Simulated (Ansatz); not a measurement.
## Zn(0001) film, 5 layers, flat: channels in plane against thickness

Aim: the ballistic channels of flat films against thickness, first Zn(0001) film, 5 layers, flat.

Main program and level: Ansatz 0.2.0; Ansatz plane-wave DFT, PBE, PAW files; ballistic transport by layer matching (Landauer), zero bias; PAW set soft_1.

**1. The starting structure**

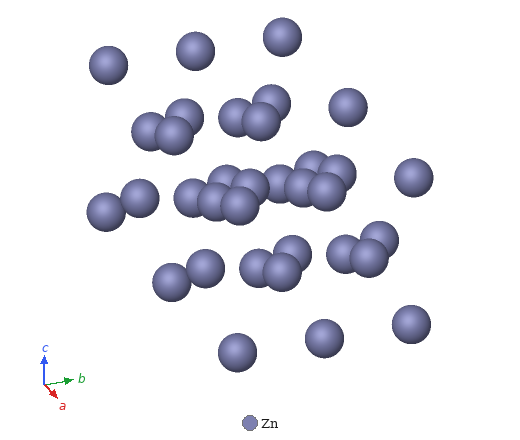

Start, viewed from the side, with the c axis up; zinc blue. 1×2×1 cells are drawn. Some periodic images of atoms are drawn too.

The cell holds 10 atoms: 10 Zn. Cell: a = 20.893 Å, b = 2.665 Å, c = 4.616 Å, α = 90.0°, β = 90.0°, γ = 90.0°. It derives from Zn. Vacuum lies along a. The structure's axis is c.

As a file:

```cif
data_structure
_symmetry_space_group_name_H-M 'P 1'
_symmetry_Int_Tables_number 1
_cell_length_a 20.8934
_cell_length_b 2.6648
_cell_length_c 4.6156
_cell_angle_alpha 90.000
_cell_angle_beta 90.000
_cell_angle_gamma 90.000
_cell_volume 256.98
loop_
_atom_site_label
_atom_site_type_symbol
_atom_site_fract_x
_atom_site_fract_y
_atom_site_fract_z
_atom_site_occupancy
Zn1 Zn 0.21538 0.00000 0.00000 1
Zn2 Zn 0.21538 0.50000 0.50000 1
Zn3 Zn 0.33376 0.00000 0.33333 1
Zn4 Zn 0.33376 0.50000 0.83333 1
Zn5 Zn 0.45214 0.00000 0.00000 1
Zn6 Zn 0.45214 0.50000 0.50000 1
Zn7 Zn 0.57052 0.00000 0.33333 1
Zn8 Zn 0.57052 0.50000 0.83333 1
Zn9 Zn 0.68890 0.00000 0.00000 1
Zn10 Zn 0.68890 0.50000 0.50000 1
```

**2. With 5 layers**

Vacuum lies along the first vector, which takes one k-point, and the current runs in the film's plane. One period is a perfect wire, so its channels are the result. Energies from -0.27 to 0.27 eV in steps of 0.036 eV cover the slope of the Fermi function at 300 K, so the program can form a conductance.

File input.yaml:

```yaml
crystal:
  lattice:
    - [20.8934, 0.0, 0.0]
    - [0.0, 2.6648, 0.0]
    - [0.0, 0.0, 4.615568992]
  atoms:
    - { symbol: Zn, position: [0.2153790192, 0.0, 0.0] }
    - { symbol: Zn, position: [0.2153790192, 0.5, 0.5] }
    - { symbol: Zn, position: [0.3337585075, 0.0, 0.3333333333] }
    - { symbol: Zn, position: [0.3337585075, 0.5, 0.8333333333] }
    - { symbol: Zn, position: [0.4521379957, 0.0, 0.0] }
    - { symbol: Zn, position: [0.4521379957, 0.5, 0.5] }
    - { symbol: Zn, position: [0.570517484, 0.0, 0.3333333333] }
    - { symbol: Zn, position: [0.570517484, 0.5, 0.8333333333] }
    - { symbol: Zn, position: [0.6888969722, 0.0, 0.0] }
    - { symbol: Zn, position: [0.6888969722, 0.5, 0.5] }
kpoints:
  mp_grid: { grid: [1, 16, 9] }
hamiltonian:
  xc: pbe
  pseudopotentials: { kind: paw, azcp: { folder: soft_1 } }
scf:
  occupations: { method: fermi_dirac, width: 0.1 }
output:
  transmission:
    leads: [[0, 0]]
    kmesh: [1, 34]
    e_range: [-0.27, 0.27]
    de: 0.036
```

Started as:

```sh
$ ansatz run input.yaml --threads 4 --pin off --max-ram 8192MiB --backend cpu --events-out ev --progress --plain --runs-dir out
```

Numbers of over 12 decimals in the logs are rounded to 6 here.

What it wrote:

```text
Engine: ansatz 0.2.0, aarch64-unknown-linux-gnu
Pseudopotentials: kind: paw
Pseudopotential: Zn, paw, valence charge 12, recommended cutoff 420 eV (normal), soft_1/Zn.paw.azcp
Functional definition: PBE
  parameter kappa = 0.804
  parameter beta = 0.066725
  exchange = pbe_x(kappa = kappa, mu = beta*pi^2/3)
  correlation = pbe_c(beta = beta)
Crystal: 10 atoms, lattice volume = 256.980 Å³
Basis set: ecut = 420 eV, 5047 PW (Γ)
Bands: 72, of which v1, the nominal top of the filled ones, is band 60 counted from 1 (59 counted from 0)
Symmetry: 8 space group operations
Space group: P-6m2 (ITA 187), of the structure as read, at distance tolerance 6.4e-5 Å
k-points: 45 of 144 (time reversal used)
Non-local potential: Zn, projectors of the file, l = 0: 2, l = 1: 2, l = 2: 3, l = 3: 1
PAW form: soft (Blöchl's): semilocal exchange-correlation on the pseudo side does not see the compensation charge
PAW one-centre angular grid: Zn, 590 points (default); XC on 64 Gauss nodes
Initial density: superposition of atomic densities (neutral atoms: chi_scale 0, normalization atom)
Initial wavefunctions: pseudopotential atomic-orbital guess
Functional: x = pbe(κ = 0.804, μ = 0.219515), c = pbe(β = 0.066725)
iter 1 solved again at ethr=2.96e-3 eV; its pass at ethr=3.10e-3 eV (dr2=3.56e0 eV) is discarded
SCF iter   1: F=—  HF=-33190.821484 eV  |F-HF|=—  |Δ(HF+E_count)|=         —  Δρ=4.17e-2  dr2=3.66e0  ethr=2.96e-3  ⟨swp⟩=1.5  Hψ=23884  notcnv=0
preconditioner: auto → LDOS  [metal: Δε(μ)=0.003 eV  Ē_g=9.534 eV  σ=0.100 eV  W_gap=0.01  n_scr=46 (ndim 8)  ℏωp=25.4 eV  f_vac=0.368  D(μ)=2.35/eV (n_scr^D=8)  β→1.0]
SCF iter   2: F=—  HF=-33193.437884 eV  |F-HF|=—  |Δ(HF+E_count)|=    2.62e0  Δρ=8.05e-2  dr2=8.20e0  ethr=2.96e-3  ⟨swp⟩=4.0  Hψ=9073  notcnv=0  recentre
SCF iter   3: F=—  HF=-33189.931254 eV  |F-HF|=—  |Δ(HF+E_count)|=    3.51e0  Δρ=9.81e-3  dr2=2.28e-1  ethr=2.96e-3  ⟨swp⟩=2.1  Hψ=6894  notcnv=0  defer=89
SCF iter   4: F=—  HF=-33189.851311 eV  |F-HF|=—  |Δ(HF+E_count)|=   7.99e-2  Δρ=2.90e-3  dr2=1.03e-2  ethr=1.90e-4  ⟨swp⟩=2.0  Hψ=6853  notcnv=0  defer=87
SCF iter   5: F=—  HF=-33189.851889 eV  |F-HF|=—  |Δ(HF+E_count)|=   5.77e-4  Δρ=1.29e-3  dr2=2.91e-3  ethr=8.59e-6  ⟨swp⟩=2.2  Hψ=5899  notcnv=0  defer=87
SCF iter   6: F=—  HF=-33189.850993 eV  |F-HF|=—  |Δ(HF+E_count)|=   8.96e-4  Δρ=2.60e-4  dr2=1.12e-4  ethr=2.43e-6  ⟨swp⟩=2.0  Hψ=5806  notcnv=0  defer=87
SCF iter   7: F=—  HF=-33189.850961 eV  |F-HF|=—  |Δ(HF+E_count)|=   3.15e-5  Δρ=5.42e-5  dr2=1.33e-5  ethr=9.30e-8  ⟨swp⟩=2.1  Hψ=6147  notcnv=0  defer=87
SCF iter   8: F=—  HF=-33189.851057 eV  |F-HF|=—  |Δ(HF+E_count)|=   9.56e-5  Δρ=2.53e-5  dr2=1.66e-6  ethr=1.11e-8  ⟨swp⟩=2.0  Hψ=5655  notcnv=0  defer=87
SCF iter   9: F=—  HF=-33189.851057 eV  |F-HF|=—  |Δ(HF+E_count)|=   2.26e-7  Δρ=1.25e-5  dr2=2.20e-7  ethr=1.39e-9  ⟨swp⟩=2.0  Hψ=5833  notcnv=0  defer=87
SCF iter  10: F=-33189.851057 eV  HF=-33189.851057 eV  |F-HF|=1.31e-8  |Δ(HF+E_count)|=   7.56e-8  Δρ=2.77e-6  dr2=2.18e-8  ethr=8.33e-11  ⟨swp⟩=10.4  Hψ=11768  notcnv=0
SCF 1 converged in 10 iterations: F = -33189.851057 eV  dr2 = 2.18e-8
  greatest PAW one-centre occupation: 0.982 electrons in one spin orbital (limit 2), on the Zn atom at site 9 (counted from 0), in its partial waves of l = 2
transmission: 20 of 180 steps passed
transmission: 40 of 180 steps passed
[...]
transmission: 180 of 180 steps passed
SCF converged after 10 iterations
Free energy (F): -33189.851057 eV
Harris-Foulkes:  -33189.851057 eV  (|F-HF|=1.31e-8)
Internal energy: -33189.772915 eV  (E = F + TS)
E sigma→0 (E₀):  -33189.811986 eV
Entropy (-TS):   -0.078142 eV (-7.814 meV/atom)
Fermi energy:    4.874426 eV
--- Per-component energies (eV) ---
  E_band       = -240.874707
  E_kinetic    = 1468.393759
  E_local      = -81872.010920  (includes V_loc(G=0)·N_el)
  E_nonlocal   = 8169.805427
  E_hartree    = 38335.725690
  E_xc         = -783.549016
  E_vxc        = -509.177131  (∫ρ·V_xc dr)
  E_paw        = -18958.255356  (= ΣΔE_a)
  E_vpaw       = -4169.331245  (= ΣTr[D̂ρ^β])
  E_aug_tail   = -0.002685  (compensation charges beyond the density's cutoff)
  E_ewald      = 20450.120188
  E_smearing   = -0.078142  (= −TS)
  E_closure    = -0.000000  (closes the sum)
  Σ components = -33189.851057   (vs F -33189.851057, Δ=0.00e0)
--- Band table (eV; the first three rows and the last of 45) ---
  k-point 0: bands = [... 56 lower, 2.2411, 2.7463, 2.8306, 3.3293, 3.4490, 4.7871, 5.2105, 5.7410, ... 8 higher]
  k-point 1: bands = [... 56 lower, 1.5887, 2.3633, 2.4992, 3.6195, 4.1226, 4.8777, 5.5491, 5.9193, ... 8 higher]
  k-point 2: bands = [... 56 lower, 0.7510, 1.2441, 2.5856, 2.7201, 4.0890, 5.1491, 6.5678, 7.0333, ... 8 higher]
  k-point 44: bands = [... 56 lower, 3.4196, 3.4196, 3.4819, 3.4819, 5.3160, 5.3160, 5.5846, 5.5846, ... 8 higher]
--- Transmission ---
  basis      : 497 plane waves across, 10 finite elements along
  points     : 18, standing for a mesh of 1 x 34
  filling    : by the input's occupations and mesh, since the crystals that have channels conduct as metals do. If one of these is a semiconductor, that mesh has misplaced its level
  energies   : 16 from -0.270000 to 0.270000 eV about the Fermi level, 0.036000 eV apart; the leads are filled to 0.000000 eV, and channels, transmission and decay are at 0.018000 eV
  crystal 0  : Zn10, at the sites [0, 0], period 4.6156 Å: whole cells are its period
    offset         : up to 0.0000 Å between an atom of the period and one for which it stands
    filled         : 11.5 meV over the level at which it is neutral
    channels       : 3.235294e0 a spin
    conductance    : 4.4125e14 S/m² at 300 K; may be off by some 0.0 % by where its bands' edges are placed, 14.3 % from the k-mesh, 0.1 % from the distance to neutral
```

The job ended after 21 min (4 threads of Arm Neoverse V1, shared host; peak memory 2.7 GiB; 73 min of CPU time).

The column dr2 measures how far the density is from self-consistency, as an energy; F and HF (Harris–Foulkes) agree once it is small.

This step gave:

```
free energy                                    : -33189.8511 eV
energy at zero smearing                        : -33189.8120 eV
Fermi energy                                   : 4.874 eV
cell area                                      : 55.68 Å²
open channels per spin nearest the Fermi level : 3.176
estimated errors of the lead's conductance     : 0, 14.3, 0.1 % (band edges, k-mesh, distance from neutral)
lead conductance per cell                      : 3.171 G₀
```

Per spin. The open channels, zone mean, lead by energy, zero at the Fermi level:

```csv
energy (eV),"open channels, zone mean, lead"
-0.270,3.38
-0.234,3.44
-0.198,3.15
-0.162,3.15
-0.126,3.09
-0.090,3.09
-0.054,3.06
-0.018,3.18
0.018,3.24
0.054,3.12
0.090,3
0.126,3.12
0.162,3.06
0.198,2.94
0.234,2.88
0.270,2.94
```

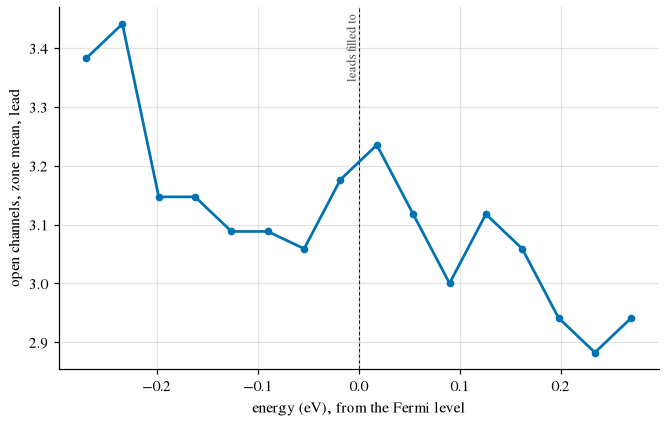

Open channels, zone mean, lead, plotted against energy.

The program's largest error estimate for it is 14 %, from the k-mesh.

**3. With 6 layers, thickness 14.84 A**

The film grows to 6 layers.

System of this step: Zn(0001) film, 6 layers, flat. The cell holds 12 atoms: 12 Zn. Its edges and angles: a = 23.367 Å, b = 2.665 Å, c = 4.616 Å, α = 90.0°, β = 90.0°, γ = 90.0°. It derives from Zn. Vacuum lies along a. The structure's axis is c.

input.yaml, the sections that differ from step 2:

```yaml
crystal:
  lattice:
    - [23.36675, 0.0, 0.0]
    - [0.0, 2.6648, 0.0]
    - [0.0, 0.0, 4.615568992]
  atoms:
    - { symbol: Zn, position: [0.1925813389, 0.0, 0.0] }
    - { symbol: Zn, position: [0.1925813389, 0.5, 0.5] }
    - { symbol: Zn, position: [0.2984304621, 0.0, 0.3333333333] }
    - { symbol: Zn, position: [0.2984304621, 0.5, 0.8333333333] }
    - { symbol: Zn, position: [0.4042795853, 0.0, 0.0] }
    - { symbol: Zn, position: [0.4042795853, 0.5, 0.5] }
    - { symbol: Zn, position: [0.5101287085, 0.0, 0.3333333333] }
    - { symbol: Zn, position: [0.5101287085, 0.5, 0.8333333333] }
    - { symbol: Zn, position: [0.6159778317, 0.0, 0.0] }
    - { symbol: Zn, position: [0.6159778317, 0.5, 0.5] }
    - { symbol: Zn, position: [0.721826955, 0.0, 0.3333333333] }
    - { symbol: Zn, position: [0.721826955, 0.5, 0.8333333333] }
# kpoints, hamiltonian, scf, output: as in step 2
```

What it wrote:

```text
[...]
Crystal: 12 atoms, lattice volume = 287.401 Å³
Basis set: ecut = 420 eV, 5637 PW (Γ)
Bands: 87, of which v1, the nominal top of the filled ones, is band 72 counted from 1 (71 counted from 0)
Symmetry: 8 space group operations
[...]
k-points: 45 of 144
[...]
k-point 44: bands = [... 68 lower, 4.0346, 4.0346, 4.1304, 4.1304, 5.8253, 5.8253, 6.1942, 6.1942, ... 11 higher]
--- Transmission ---
  basis      : 555 plane waves across, 10 finite elements along
  points     : 18, standing for a mesh of 1 x 34
[...]
crystal 0  : Zn12, at the sites [0, 0], period 4.6156 Å: whole cells are its period
[...]
filled         : 16.7 meV under the level at which it is neutral
    channels       : 3.764706e0 a spin
[...]
[key lines of the parts left out:]
SCF converged after 10 iterations
Free energy (F): -39827.916514 eV
Fermi energy:    5.449726 eV
```

It took 37 min on 4 threads; peak memory 3.4 GiB; 2.1 h of CPU time.

Numbers from this step:

| Property | Result |
| --- | --- |
| free energy | -39827.9165 eV |
| energy at zero smearing | -39827.8745 eV |
| Fermi energy | 5.450 eV |
| cell area | 62.27 Å² |
| open channels per spin nearest the Fermi level | 3.706 |
| estimated errors of the lead's conductance | 0, 9.9, 0.2 % (band edges, k-mesh, distance from neutral) |
| lead conductance per cell | 3.763 G₀ |

Per spin. Table of open channels, zone mean, lead by energy, zero at the Fermi level:

```csv
energy (eV),"open channels, zone mean, lead"
-0.270,4.29
-0.234,4.18
-0.198,4.29
-0.162,4.29
-0.126,4.18
-0.090,3.82
-0.054,3.71
-0.018,3.71
0.018,3.76
0.054,3.82
0.090,3.59
0.126,3.47
0.162,3.71
0.198,3.59
0.234,3.47
0.270,3.47
```

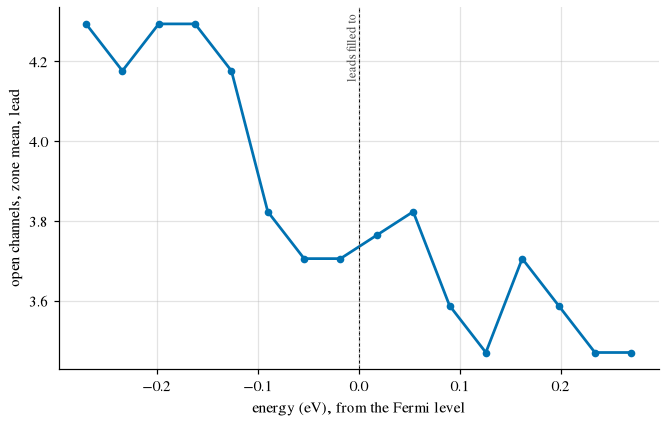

Open channels, zone mean, lead against energy.

The lead conductance per cell is 3.76 G₀, 19 % over the 3.17 G₀ of the last finished run, no more than the error estimates, leads' steps apart, of 14 and 9.9 % together.

**4. With 7 layers, thickness 17.313 A**

The film grows to 7 layers.

System of this step: Zn(0001) film, 7 layers, flat. The cell holds 14 atoms: 14 Zn. Cell: a = 25.840 Å, b = 2.665 Å, c = 4.616 Å, α = 90.0°, β = 90.0°, γ = 90.0°. It derives from Zn. Vacuum lies along a. The structure's axis is c.

input.yaml, the sections that differ from step 3:

```yaml
crystal:
  lattice:
    - [25.8401, 0.0, 0.0]
    - [0.0, 2.6648, 0.0]
    - [0.0, 0.0, 4.615568992]
  atoms:
    - { symbol: Zn, position: [0.1741479329, 0.0, 0.0] }
    - { symbol: Zn, position: [0.1741479329, 0.5, 0.5] }
    - { symbol: Zn, position: [0.2698654417, 0.0, 0.3333333333] }
    - { symbol: Zn, position: [0.2698654417, 0.5, 0.8333333333] }
    - { symbol: Zn, position: [0.3655829505, 0.0, 0.0] }
    - { symbol: Zn, position: [0.3655829505, 0.5, 0.5] }
    - { symbol: Zn, position: [0.4613004594, 0.0, 0.3333333333] }
    - { symbol: Zn, position: [0.4613004594, 0.5, 0.8333333333] }
    - { symbol: Zn, position: [0.5570179682, 0.0, 0.0] }
    - { symbol: Zn, position: [0.5570179682, 0.5, 0.5] }
    - { symbol: Zn, position: [0.652735477, 0.0, 0.3333333333] }
    - { symbol: Zn, position: [0.652735477, 0.5, 0.8333333333] }
    - { symbol: Zn, position: [0.7484529859, 0.0, 0.0] }
    - { symbol: Zn, position: [0.7484529859, 0.5, 0.5] }
# kpoints, hamiltonian, scf, output: as in step 3
```

What it wrote:

```text
[...]
Crystal: 14 atoms, lattice volume = 317.822 Å³
Basis set: ecut = 420 eV, 6233 PW (Γ)
Bands: 101, of which v1, the nominal top of the filled ones, is band 84 counted from 1 (83 counted from 0)
Symmetry: 8 space group operations
[...]
k-points: 45 of 144 (time reversal used)
[...]
k-point 44: bands = [... 80 lower, 4.5742, 4.5742, 4.6353, 4.6353, 6.3874, 6.3874, 6.4460, 6.4460, ... 13 higher]
--- Transmission ---
  basis      : 611 plane waves across, 10 finite elements along
  points     : 18, standing for a mesh of 1 x 34
[...]
crystal 0  : Zn14, at the sites [0, 0], period 4.6156 Å: whole cells are its period
[...]
filled         : 23.5 meV under the level at which it is neutral
    channels       : 4.235294e0 a spin
[...]
[key lines of the parts left out:]
SCF converged after 10 iterations
Free energy (F): -46465.990068 eV
Fermi energy:    5.955247 eV
```

Run time: 46 min. Hardware: 4 threads; peak memory 4.3 GiB; 2.7 h of CPU time.

Numbers from this step:

- free energy: -46465.9901 eV
- energy at zero smearing: -46465.9354 eV
- Fermi energy: 5.955 eV
- cell area: 68.86 Å²
- open channels per spin nearest the Fermi level: 4.353
- estimated errors of the lead's conductance: 0, 10.2, 0.6 % (band edges, k-mesh, distance from neutral)
- lead conductance per cell: 4.340 G₀

Per spin. Open channels, zone mean, lead against energy, zero at the Fermi level:

```csv
energy (eV),"open channels, zone mean, lead"
-0.270,5.35
-0.234,5.18
-0.198,4.94
-0.162,5
-0.126,4.65
-0.090,4.41
-0.054,4.41
-0.018,4.35
0.018,4.24
0.054,4.35
0.090,4.29
0.126,4.12
0.162,4.18
0.198,4.24
0.234,4
0.270,3.82
```

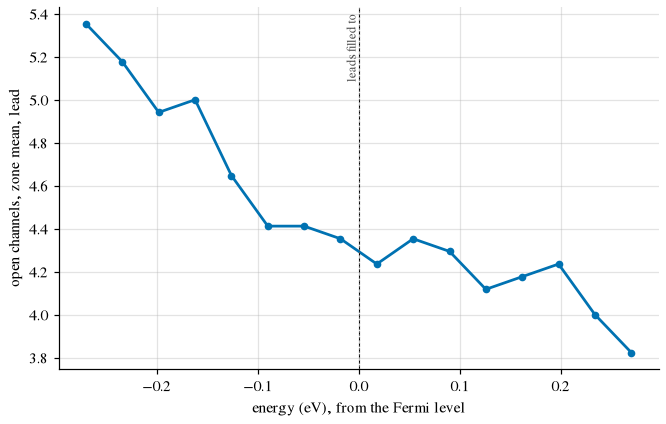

Open channels, zone mean, lead, plotted against energy.

The lead conductance per cell is 4.34 G₀, 15 % over the 3.76 G₀ of the last finished run, no more than the error estimates, leads' steps apart, of 9.9 and 10 % together.

**5. Cost and result by level**

Times are for 4 threads of Arm Neoverse V1, shared host. Results by setting:

```csv
no.,layers,lead conductance per cell (G₀),time,memory (GiB)
1,5,3.171,21 min,2.7
2,6,3.763,37 min,3.4
3,7,4.340,46 min,4.3
```

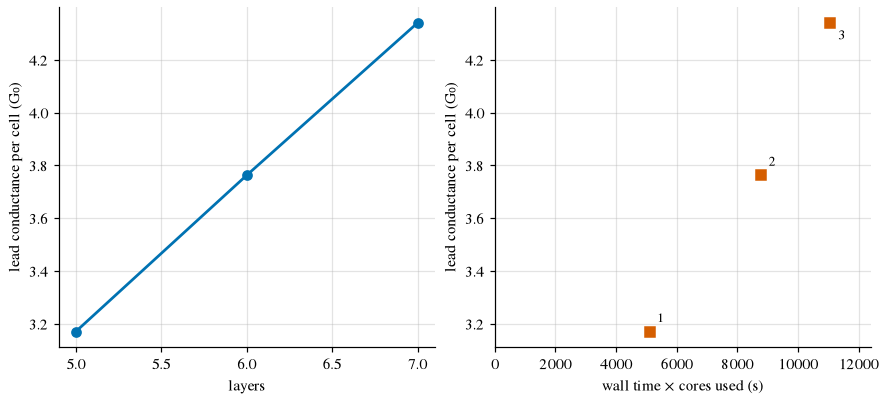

The series as plots; the last panel sets the first result against cost, with the runs numbered as in the table.

The runs together. The open channels, zone mean by energy, zero at the Fermi level:

```csv
energy (eV),5,6,7
-0.270,3.38,4.29,5.35
-0.234,3.44,4.18,5.18
-0.198,3.15,4.29,4.94
-0.162,3.15,4.29,5
-0.126,3.09,4.18,4.65
-0.090,3.09,3.82,4.41
-0.054,3.06,3.71,4.41
-0.018,3.18,3.71,4.35
0.018,3.24,3.76,4.24
0.054,3.12,3.82,4.35
0.090,3,3.59,4.29
0.126,3.12,3.47,4.12
0.162,3.06,3.71,4.18
0.198,2.94,3.59,4.24
0.234,2.88,3.47,4
0.270,2.94,3.47,3.82
```

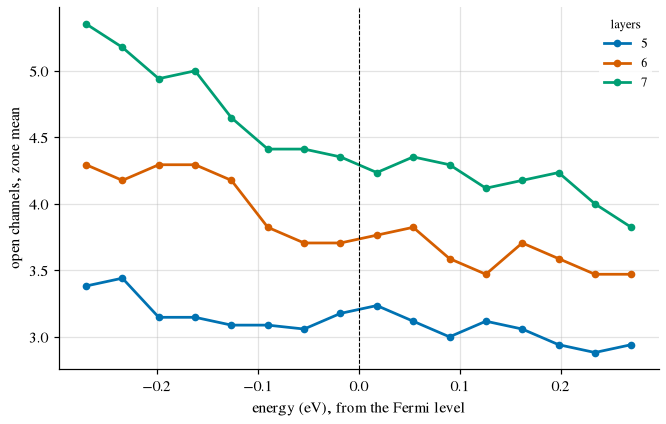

Open channels, zone mean against energy.

**6. Results**

| Item | Value |
| --- | --- |
| conductance per cell, 5 layers | 3.17 G₀ |
| conductance per cell, 6 layers | 3.76 G₀ |
| conductance per cell, 7 layers | 4.34 G₀ |

The conductance per cell width goes from 3.17 G0 at 5 to 4.34 G0 at 7 layers. Over the film's own cross-section (layers × spacing × width) the conductance runs from 0.75 to 0.73×10¹⁵ S/m²; that nominal section leaves out the charge that spills into the vacuum, which flatters the thinnest films. The gains from one thickness to the next are 0.59 and 0.58 G0 per added layer; their spread isn't beyond the error estimates. The film repeats perfectly along the current, so nothing scatters; its faces are clean and not relaxed. The program's error estimates for the conductances, leads' steps apart, run from 9.9 to 14 %.

[Logs are printed without paths, hosts, clocks, repeated set-up lines and the standing remarks that a program may print on its own settings, such as how far it seeks lower states.]

[Hosts, paths, dates, database ids (printed as entryN), source tags and the programs' standing remarks are cut or masked in the printed files.]
